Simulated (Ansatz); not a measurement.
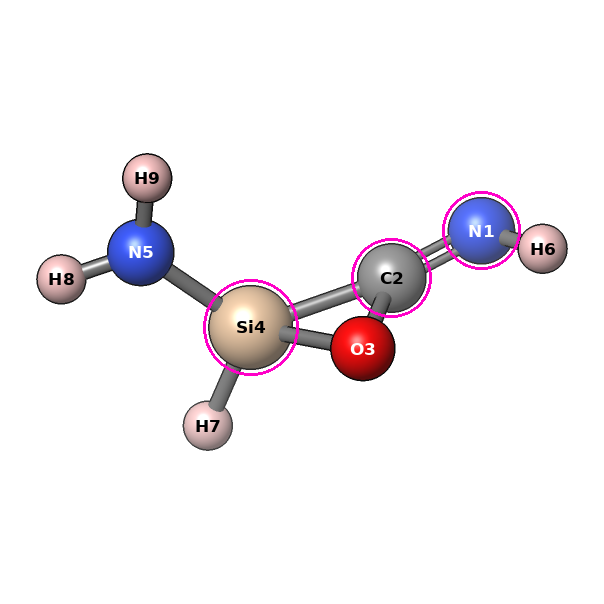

Distant atoms are faded towards the background colour. Circles mark the stereogenic atoms. The computed structure is the end point of a PBE0-D4/def2-TZVP optimisation.

**Give the R/S and E/Z labels.**

Si4: R (priorities O3 > N5 > C2 > H7); N1=C2: E.
